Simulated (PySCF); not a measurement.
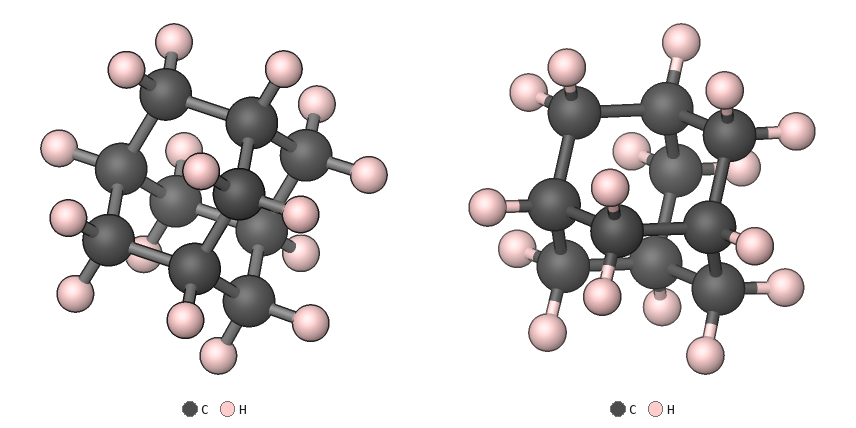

Two views of one molecule.

The geometry was computed by an optimisation with PBE0-D3(BJ)/def2-SVP. No frequency run is at hand to confirm it as a minimum.

Identify the structure.

The molecule is C10H16. As SMILES it reads `C1C2CC3CC1CC(C2)C3`. Independent rings (smallest set): 3 of 6 members. This geometry has Td symmetry. Coordination: 10 C tetrahedral.

More results for the same structure follow; atom numbers are the same in all pictures, views and colours differ.

Ring current

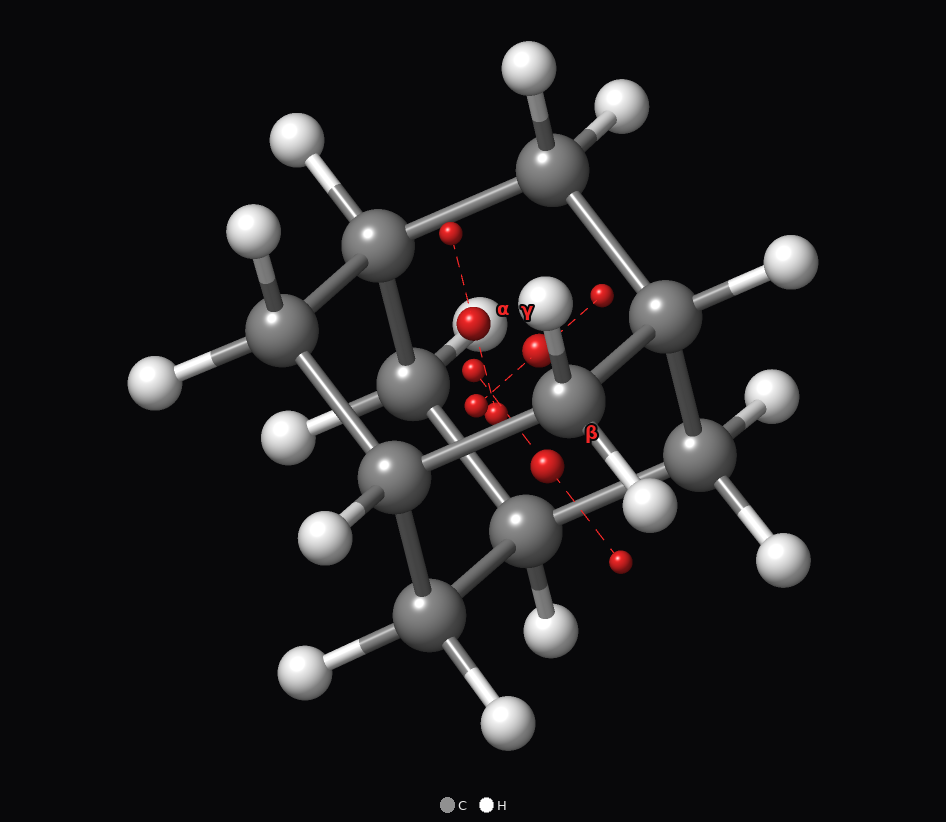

The small points mark where nucleus-independent chemical shifts (NICS) were computed: at the centre of each lettered ring and 1 Å above and below it. No frequency run is at hand to confirm it as a minimum. Method: GIAO KT3/pcSseg-1 NMR shielding, non-relativistic, gas phase (PySCF 2.14.0).

Give NICS(0), NICS(1) and the out-of-plane component NICS(1)zz for each ring (means of the two sides).

```
ring  members  NICS(0)  NICS(1)  NICS(1)zz
   α       C6     −0.5     −0.7       −2.2
   β       C6     −0.5     −0.7       −2.2
   γ       C6     −0.5     −0.6       −2.2
```

Values in ppm.

> What do the values say about the ring currents?

Ring α: weak, as in a non-aromatic ring. Ring β: weak, as in a non-aromatic ring. Ring γ: weak, as in a non-aromatic ring. NICS is one index among several.

Electronic properties

No frequency run is at hand to confirm it as a minimum. Method: ωB97X-D/def2-SVPD, gas phase (PySCF 2.14.0). Excitations: vertical, linear response.

> What is the lowest vertical singlet excitation?

7.98 eV.

> Estimate the brightest of the 10 lowest singlets.

8.92 eV.

> Estimate the HOMO–LUMO gap.

11.79 eV.

> Estimate the HOMO energy (Kohn–Sham orbital).

−9.67 eV.

NMR shielding

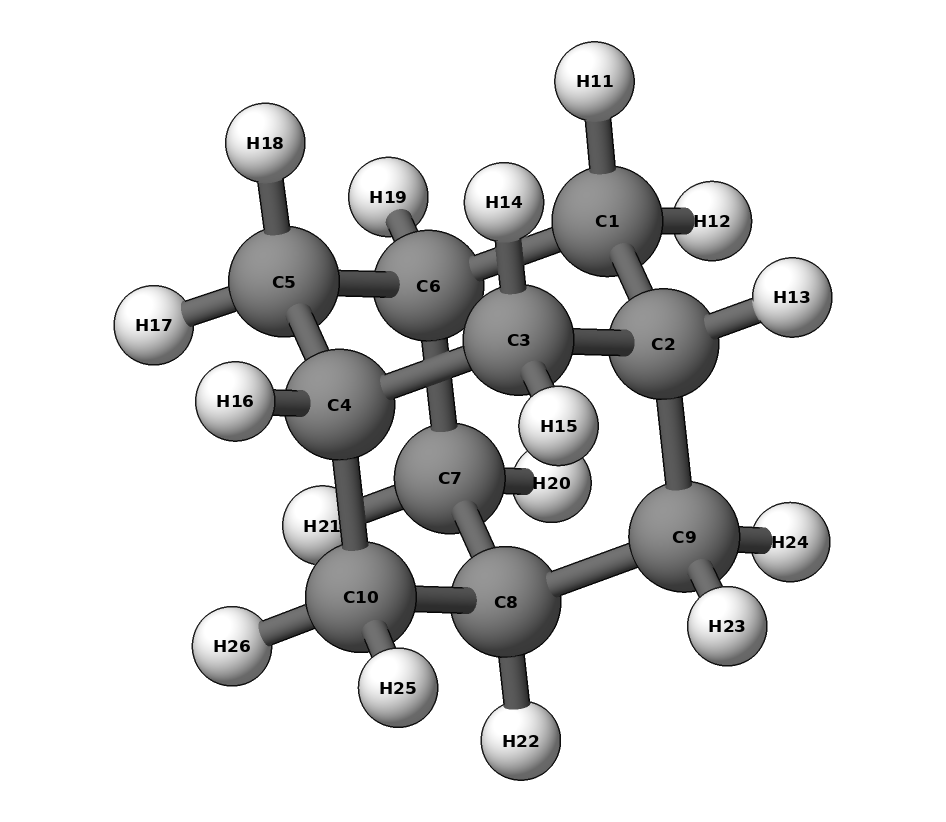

No frequency run is at hand to confirm it as a minimum. Method: GIAO PBE0/pcSseg-1 NMR shielding, non-relativistic, gas phase (PySCF 2.14.0). Principal shieldings σ11 ≤ σ22 ≤ σ33, span Ω = σ33 − σ11, skew κ = 3(σiso − σ22)/Ω.

> Which C atom has the most anisotropic shielding?

C2, C4, C6, C8, with a span of 12 ppm.

Give the shielding tensors of the C atoms.

| atom | σ11 | σ22 | σ33 | σiso | Ω | κ |
| --- | --- | --- | --- | --- | --- | --- |
| C1, C3, C5… | 138.9 | 144.4 | 149.1 | 144.1 | 10.2 | −0.08 |
| C2, C4, C6… | 150.0 | 150.0 | 161.9 | 154.0 | 11.8 | 1.00 |

Shieldings and span in ppm.

Charges

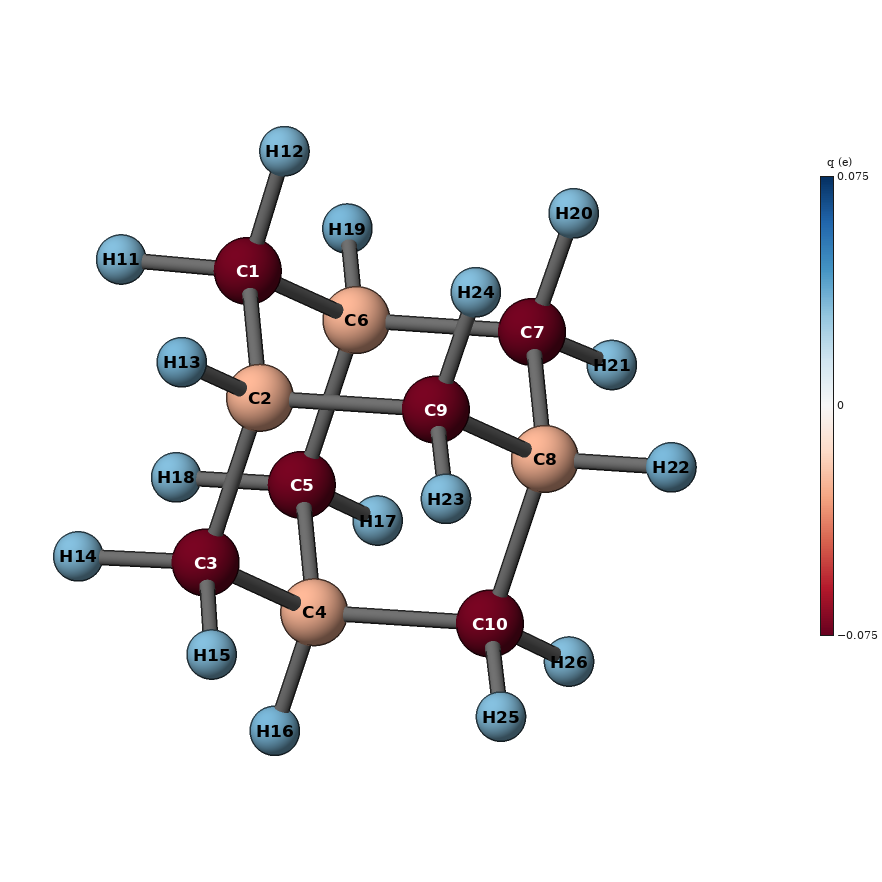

Atoms are coloured by their Hirshfeld charges. No frequency run is at hand to confirm it as a minimum. Method: PBE0/pcSseg-1, gas phase (PySCF 2.14.0).

Give the Hirshfeld charges atom by atom.

```csv
atom,value (e)
C1,−0.07
C2,−0.03
C3,−0.07
C4,−0.03
C5,−0.07
C6,−0.03
C7,−0.07
C8,−0.03
C9,−0.07
C10,−0.07
H11,0.03
H12,0.03
H13,0.03
H14,0.03
H15,0.03
H16,0.03
H17,0.03
H18,0.03
H19,0.03
H20,0.03
H21,0.03
H22,0.03
H23,0.03
H24,0.03
H25,0.03
H26,0.03
```
